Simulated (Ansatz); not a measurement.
**N2H3 (hydrazinyl radical) at U-r2SCAN/STO-3G**

What is the vertical ionisation energy of N2H3 (hydrazinyl radical) at U-r2SCAN/STO-3G? 

The results are computed with Ansatz 0.2.0.

30 further runs of the same task are left out: 30 set aside as unsound or not needed.

**1. Starting point**

The species is N2H3 (5 atoms), meant as a doublet with charge 0. As SMILES, `[NH]N`. The coordinates come from a PBE0-D4/def2-TZVP relaxation. This is one conformer, not always the lowest.

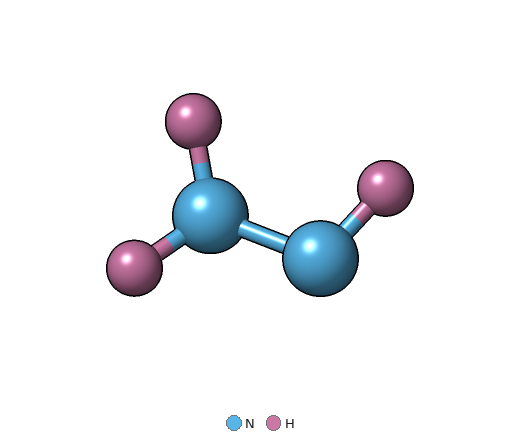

Viewed from a chosen angle; nitrogen blue, hydrogen pink.

**2. A single-point energy at U-r2SCAN/STO-3G**

in.yaml

```yaml
crystal:
  periodic: [false, false, false]
  atoms:
    - {symbol: "N", position_ang: [-0.187600, -0.818050, 0.454040]}
    - {symbol: "N", position_ang: [-0.128660, 0.235610, -0.368450]}
    - {symbol: H, position_ang: [0.759840, -0.951450, 0.811270]}
    - {symbol: H, position_ang: [-1.030950, 0.592300, -0.640030]}
    - {symbol: H, position_ang: [0.587360, 0.941580, -0.256830]}
basis:
  gaussian:
    orbitals: STO-3G
magnetization:
  spin_polarized: true
  initial_magnetization: 1
hamiltonian:
  xc: {name: r2SCAN}
accuracy: high
```

The run is started by

```bash
$ ansatz run in.yaml --threads 1 --pin off --max-ram 3480MiB --events-out events.jsonl --progress --plain --runs-dir runs
```

Standard output:

```text
Warning: RAYON_NUM_THREADS=1 ignored (pool sized by the plan → 1); use --threads N
Functional definition: r2SCAN
  name "r2SCAN"
  parameter k0 = 0.174
  parameter k1 = 0.065
  parameter a1 = 4.9479
  exchange = r2scan_x(k0 = k0, k1 = k1, a1 = a1)
  correlation = r2scan_c
209 factors; integrals over basis functions are off by at most 1.2e-8 eV
mean field evaluation 1: about -2984.1478 eV, gradient 1.1e1 eV
mean field evaluation 2: about -2983.7838 eV, gradient 1.4e1 eV
mean field evaluation 4: about -2985.0598 eV, gradient 6.1e-1 eV
mean field evaluation 8: about -2985.0251 eV, gradient 5.2e-3 eV
mean field evaluation 16: about -2985.0251 eV, gradient 7.5e-7 eV
mean field -2985.02512006 eV, -109.6976498396 hartree, gradient 2.1e-8 eV, S^2 0.751505; 0 other end points of the search recorded, 0 dependent functions left out
reference -2985.02512077 eV, -109.6976498657 hartree; 9, 8 occupied and 4, 5 virtual orbitals, 209 factors
Total energy: -2985.02512077 eV, -109.6976498657 hartree
```

Run time: 2.8 s. Hardware: 1 thread of Arm Neoverse V1, shared host; peak memory 0.18 GiB.

**3. The singlet cation, same level**

job.yaml

```yaml
crystal:
  periodic: [false, false, false]
  atoms:
    - {symbol: N, position_ang: [-0.187600, -0.818050, 0.454040]}
    - {symbol: "N", position_ang: [-0.128660, 0.235610, -0.368450]}
    - {symbol: H, position_ang: [0.759840, -0.951450, 0.811270]}
    - {symbol: H, position_ang: [-1.030950, 0.592300, -0.640030]}
    - {symbol: H, position_ang: [0.587360, 0.941580, -0.256830]}
basis:
  gaussian: {orbitals: STO-3G}
total_charge: 1
hamiltonian: {xc: {name: r2SCAN}}
accuracy: high
```

The run is started by

```bash
$ ansatz run job.yaml --threads 1 --pin off --max-ram 3480MiB --events-out events.jsonl --progress --plain --runs-dir runs
```

Standard output, shortened:

```text
Warning: RAYON_NUM_THREADS=1 ignored (pool sized by the plan → 1); use --threads N
[... 7 set-up lines as earlier in the session ...]
209 factors; integrals over basis functions are off by at most 1.2e-8 eV
mean field evaluation 1: about -2978.0762 eV, gradient 1.2e1 eV
mean field evaluation 2: about -2978.0419 eV, gradient 1.3e1 eV
mean field evaluation 4: about -2978.5835 eV, gradient 1.7e-1 eV
mean field evaluation 8: about -2978.5317 eV, gradient 1.8e-2 eV
mean field evaluation 16: about -2978.5317 eV, gradient 1.9e-7 eV
mean field -2978.53169928 eV, -109.4590210272 hartree, gradient 1.9e-8 eV, S^2 0.000000; 0 other end points of the search recorded, 0 dependent functions left out
reference -2978.53169961 eV, -109.4590210393 hartree; 8, 8 occupied and 5, 5 virtual orbitals, 209 factors
Total energy: -2978.53169961 eV, -109.4590210393 hartree
```

It took 1.7 s on 1 thread of Arm Neoverse V1, shared host; peak memory 0.11 GiB.

**4. Outcome**

Level: U-r2SCAN/STO-3G.

```
                                          quantity          value
                        doublet N2H3: total energy  -109.69765 Eh
                                doublet N2H3: ⟨S²⟩          0.752
                      singlet cation: total energy  -109.45902 Eh
vertical ionisation energy (to the singlet cation)       6.493 eV
```

**Reading.** Removing an electron at fixed nuclei costs 6.49 eV (150 kcal/mol). Only the singlet of the ionised species was computed; a triplet could lie lower. In a minimal basis such a difference can be off by several eV, whatever the method.
